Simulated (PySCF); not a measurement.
SMILES c1csc(-c2cc3sccc3s2)c1 at its GFN2-xTB optimised geometry (Å):

```
19

C      4.0823    -0.7076     0.0000
C      4.2585     0.6396     0.0000
S      2.7664     1.4919     0.0000
C      1.8738    -0.0039     0.0000
C      0.4471    -0.0039     0.0000
C     -0.3941     1.0790     0.0000
C     -1.7414     0.6889     0.0000
S     -3.2550     1.5237    -0.0001
C     -4.1045     0.0137     0.0000
C     -3.2903    -1.0731     0.0000
C     -1.9352    -0.6888     0.0000
S     -0.4257    -1.5289     0.0000
C      2.7251    -1.0786     0.0000
H      4.8933    -1.4135     0.0000
H      5.1762     1.1933     0.0000
H     -0.0481     2.0964     0.0000
H     -5.1762     0.0311     0.0000
H     -3.6352    -2.0903     0.0000
H      2.3773    -2.0964     0.0000
```

Calculation: B3LYP/def2-SVP in PySCF.

Map of the HOMO−1 amplitude (bohr^(-3/2)) on the plane z = 0.6 Å; orbital energy -6.36 eV, overall sign arbitrary:

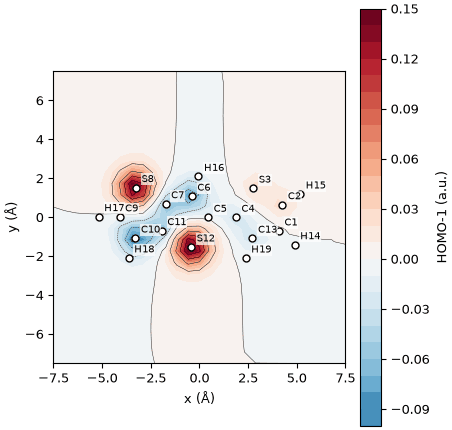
Fig. 1. HOMO−1 amplitude (bohr^(-3/2)) on the plane z = 0.6 Å.
